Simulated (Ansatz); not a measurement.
Input

```
crystal:
  periodic: [false, false, false]
  atoms:
    - {symbol: C, position_ang: [0.102526, -0.350785, 0.303400]}
    - {symbol: Ge, position_ang: [-0.838107, -0.284904, -1.216914]}
    - {symbol: H, position_ang: [-0.005375, 0.389293, 1.109370]}
    - {symbol: H, position_ang: [0.842326, -1.135154, 0.518823]}
basis:
  gaussian:
    orbitals: def2-TZVPD
output: {forces: true, orbitals: {seedname: orbitals}}
hamiltonian:
  xc: {name: PBE0}
```

Command:

```sh
ansatz run input.yaml --threads 1 --pin off --max-ram 2610MiB --events-out events.jsonl --progress --plain --runs-dir runs
```

Geometry: PBE0-D3(BJ)/def2-SVP.

Level of theory: isolated molecule in a Gaussian basis; Kohn-Sham density functional theory, functional PBE0 (Ansatz 0.2.0).

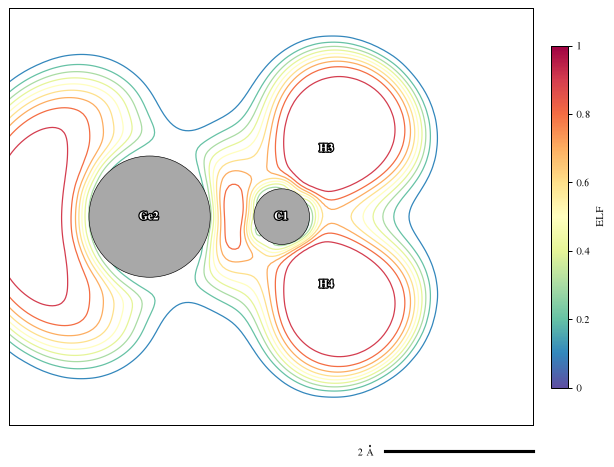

CH2Ge (SMILES [CH2]=[Ge]). ELF on the molecular plane. Grey discs cover the atomic cores.

Read the bonding off the picture.

The plane passes through C, Ge and H nuclei. C–Ge (1.79 Å): the ELF peaks at about 0.90 in the valence shell of C, 0.6 Å from its nucleus, and is about 0.50 at the midpoint. C–H (1.10 Å): the ELF climbs to about 1 towards the hydrogen, as it does in any bond to H; an ordinary covalent bond to hydrogen.
